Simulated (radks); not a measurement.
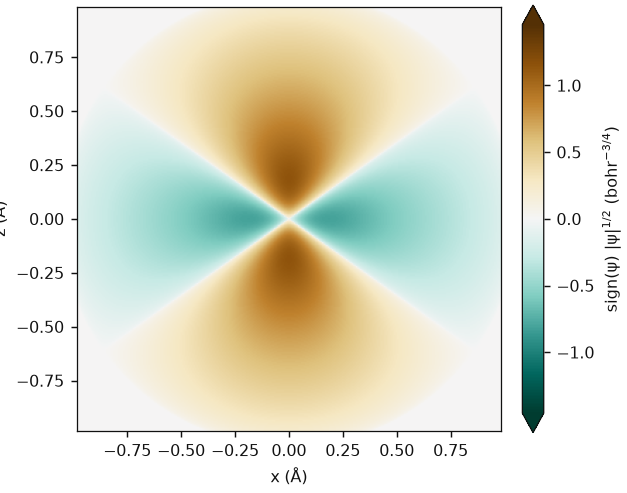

Figure 1. The 3d(z²) orbital of up spin. In the xz plane through the nucleus, the colour gives the signed square root of ψ. (1 bohr = 0.529 Å.) The radial function comes from the spherical calculation and is multiplied by a real spherical harmonic; the overall sign is chosen so that the largest lobe of P(r) is positive; at the scalar-relativistic level it is the large component. It has two nodal cones about z and no radial node. The maximum of P² lies at 0.694 bohr, ⟨r⟩ = 0.864 bohr, 90 % of the charge lies within 1.36 bohr, and the eigenvalue is 32.0 eV, with 5 electrons in the shell for this spin.

**Run report: Co, atomic calculation**

System: the neutral cobalt atom in the configuration [Ar] 3d7 4s2 (high spin). It sits in a hard spherical wall of radius 2 bohr.
Method: scalar-relativistic Kohn-Sham, LDA (Slater exchange, Perdew-Wang correlation), spin-polarised, spherical densities, finite nucleus (the in-house radial solver radks).

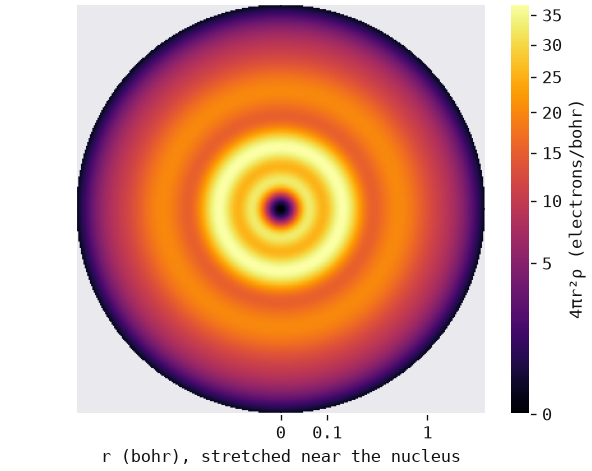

Figure 2. The radial density 4πr²ρ as a disc about the nucleus, with the radius drawn as r to the power 0.5. There are 3 maxima, at r = 0.0391, 0.179 and 0.653 bohr, parted by minima at 0.0849 and 0.410 bohr, inside which lie 2.1 and 10.7 electrons. The configuration has 4 principal shells, so not every shell has a maximum of its own.

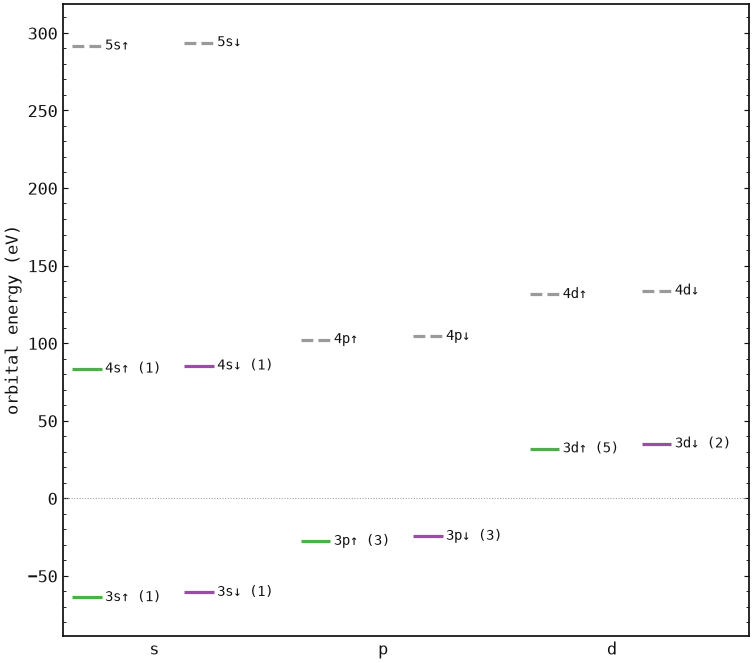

Figure 3. The outer levels are drawn (occupations in brackets, up spins at the left of each column and down spins at the right, empty levels dashed). The highest occupied level is 4s down at 85.4 eV. The highest 4 occupied levels, from the top down, are 4s down (85.4 eV), 4s up (83.5 eV), 3d down (35.2 eV), 3d up (32.0 eV). The largest exchange splitting (down less up) among the shells drawn in both spins is that of 3s, 3.34 eV. The wall pushes the highest level above zero, where only the wall holds the electron in. The open 3d shell lies under a filled one.

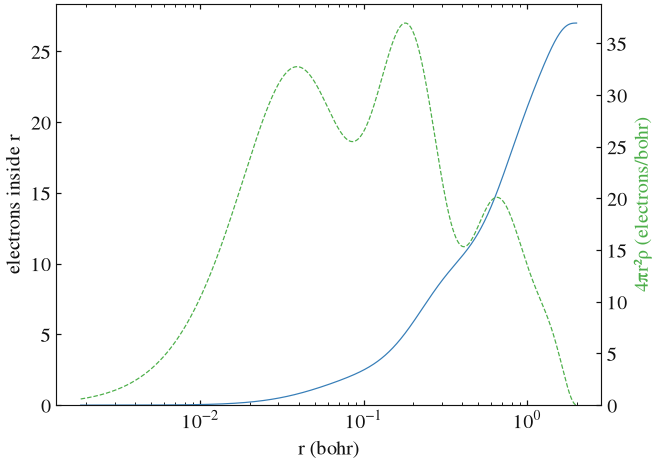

Figure 4. The number of electrons inside radius r (solid) and the radial density 4πr²ρ (dashed). The count levels off at 27 electrons. Half of them lie within 0.573 bohr, 90 % within 1.29 bohr and 99 % within 1.70 bohr. The radial density has minima at 0.0849 and 0.410 bohr, where the count stands at 2.1 and 10.7; these part the shells that the density resolves.

These pictures come from the run below.

**Input file**
```
Z 27
configuration [Ar] 3d7 4s2 4p0 5s0 4d0
relativity scalar-relativistic
functional lda,pw
spin polarised
nucleus finite rms 3.7875 fm
wall 2 bohr
c 137.035999084
```

Energies in input and log are in hartree, lengths in bohr (the nuclear radius in fm).

**Output**
```
1s      1   1.0000        -276.45473730
2s      1   1.0000         -31.11139119
2p      1   3.0000         -26.39970658
3s      1   1.0000          -2.34951207
3p      1   3.0000          -1.01758338
3d      1   5.0000           1.17511479
4s      1   1.0000           3.06681704
4p      1   0.0000           3.75928281
5s      1   0.0000          10.71372168
4d      1   0.0000           4.83212095
1s      2   1.0000        -276.45424317
2s      2   1.0000         -31.04864973
2p      2   3.0000         -26.35132407
3s      2   1.0000          -2.22664618
3p      2   3.0000          -0.89807865
3d      2   2.0000           1.29190357
4s      2   1.0000           3.13995573
4p      2   0.0000           3.83430795
5s      2   0.0000          10.79329197
4d      2   0.0000           4.91548025
Etot -1383.1525490686267
Ekin 1433.3687021666256
Encl -3390.5805024286133
Eh 633.3840466489155
Exc -59.32479545555457
err 1.5401022689946443e-09
it 13
```

**Orbitals**

```csv
orbital,occupation,energy (eV),⟨r⟩ (bohr),outer maximum (bohr)
1s up,1,−7522.7,0.05629,0.0368
1s down,1,−7522.7,0.05629,0.0368
2s up,1,−846.584,0.2565,0.214
2s down,1,−844.877,0.2563,0.214
2p up,3,−718.373,0.2258,0.172
2p down,3,−717.056,0.2255,0.172
3s up,1,−63.933,0.7867,0.681
3s down,1,−60.590,0.7892,0.682
3p up,3,−27.690,0.8177,0.695
3p down,3,−24.438,0.8212,0.696
3d up,5,31.977,0.8639,0.694
3d down,2,35.154,0.8703,0.700
4s up,1,83.452,1.216,1.42
4s down,1,85.443,1.216,1.42
4p up,0,102.295,1.189,1.44
4p down,0,104.337,1.188,1.45
4d up,0,131.489,1.105,1.46
4d down,0,133.757,1.102,1.46
5s up,0,291.535,1.152,1.67
5s down,0,293.700,1.151,1.67
```

**Results in brief**

```
                       quantity                      value
                        outcome                  converged
                   total energy         −1383.1525 hartree
                 kinetic energy          1433.3687 hartree
        electron–nucleus energy         −3390.5805 hartree
                 Hartree energy         633.384047 hartree
    exchange–correlation energy         −59.324795 hartree
radius at density 0.001 e/bohr³                  1.96 bohr
           pressure on the wall                   9620 GPa
                 SCF iterations                         13
                       hardware  1 CPU thread, shared host
```
